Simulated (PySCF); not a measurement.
SMILES [Te](O)Cl at its PBE0/def2-SVP optimised geometry (Å):

```
4

Te    -0.9274    -1.1682     0.0000
Cl    -1.3444     1.1682     0.0000
O      1.0506    -1.1682     0.0000
H      1.3444    -1.0617    -0.9153
```

Calculation: PBE0/def2-TZVP, def2 effective core potentials past Kr in PySCF 2.14.0. The core electrons that the potentials of Te replace are not part of the density.

Map of the electron localisation function on the plane z = 1.5 Å:

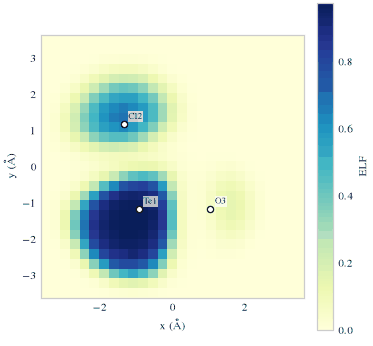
*Electron localisation function on the plane z = 1.5 Å.*
